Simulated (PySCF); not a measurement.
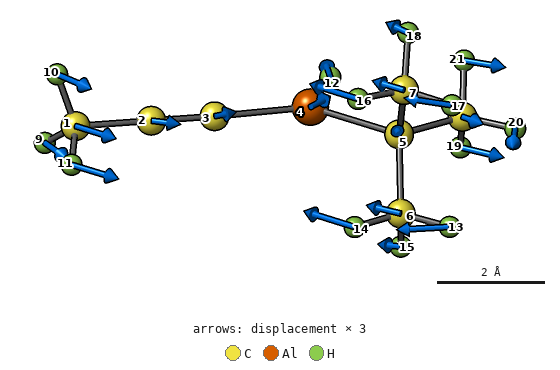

A relaxation of C7H13Al. The starting structure is drawn; blue arrows show the displacements, 3 times their true length. The two geometries are superimposed by the best rigid fit.

A ball-and-stick model, seen from a free direction.

The start comes from GFN2-xTB. Its atoms were then displaced at random by about 0.01 Å.

Theory: PBE0-D3(BJ)/def2-SVP geometry optimisation, gas phase in PySCF. 

> Describe the change and its energy.

After 6 geometry steps the energy has fallen by 21.2 kJ/mol. The largest moves after the best rigid fit, 0.41 Å, are those of H atoms. Largest moves by element: H 0.41 Å, C 0.33 Å, Al 0.23 Å. Some distances before and after: Al–C 2.061 → 1.984 Å, C–H 1.049 → 1.101 Å, Al–H 1.562 → 1.591 Å, C–H 1.077 → 1.103 Å. Among the angles between lasting bonds that change: C–Al–H 112.4° → 123.1°, C–Al–C 125.9° → 118.1°, Al–C–C 105.2° → 111.4°.
